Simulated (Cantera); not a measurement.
Input: 1 mol Al, a varied amount of HCl, 550 mol N₂, held at 623.15 K and 1.00 bar.

Equilibrium computed with Cantera from the NASA thermochemical tables; the gas is ideal and each condensed phase is pure. Candidate condensed phases: Al, AlCl₃, AlN, NH₄Cl; 20 gas species. Equilibrium is a limit: real reactors are often held back by kinetics, nucleation or transport.

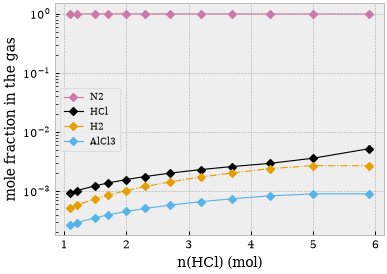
Fig. 1. Equilibrium gas composition (values under 1e-9 drawn at 1e-9)

Question: Read off the mole fractions at 3.7 mol HCl.

Answer: N₂ about 0.99, HCl about 0.0026, H₂ about 0.0020, AlCl₃ about 0.00074.
